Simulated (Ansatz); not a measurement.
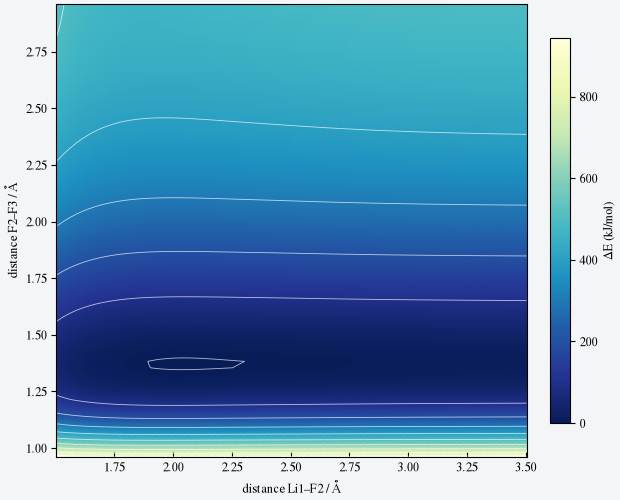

The system Li⁺ + F₂. The first coordinate is: distance Li1–F2; the second: distance F2–F3. Nothing is relaxed (the angle Li1–F2–F3 is fixed at 180 degrees). The grid has 17 × 17 points. Points are written as (first, second). Energies: kJ/mol, counted from the lowest grid point. The reference is spin-restricted, so regions where a bond is pulled apart into radicals lie too high. This map comes from RKS PBE0-D4/def2-TZVPD (Ansatz 0.2.0).

The picture shows a smooth colour map with a few white contour lines. Between grid points the surface is interpolated.

The lowest grid point is at (2.063 Å, 1.401 Å). The highest grid point, (1.504 Å, 0.960 Å), lies 943 kJ/mol above the lowest.

The level of theory is changed to RHF/def2-TZVPD (Ansatz); with it change the reference geometry, relaxed at the new level.

> How does the landscape change?

The minimum (interpolated where it lies between grid points) moves from (2.063 Å, 1.401 Å) to (2.063 Å, 1.290 Å). The span from the lowest to the highest grid point shrinks from 943 to 882 kJ/mol.

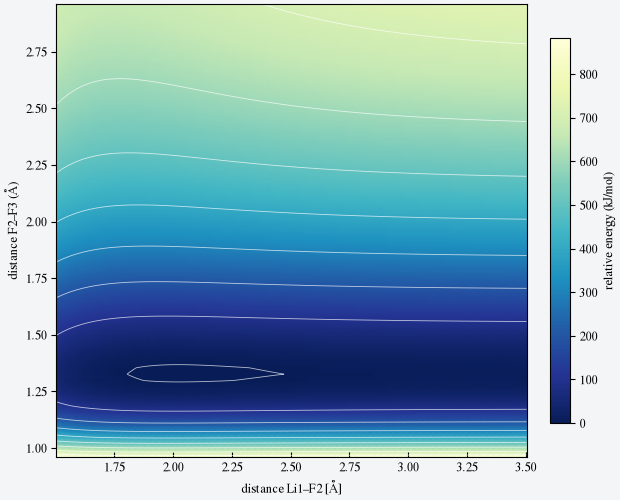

The map after the change, on a colour scale of its own. The picture shows a smooth colour map with a few white contour lines. Between grid points the surface is interpolated.
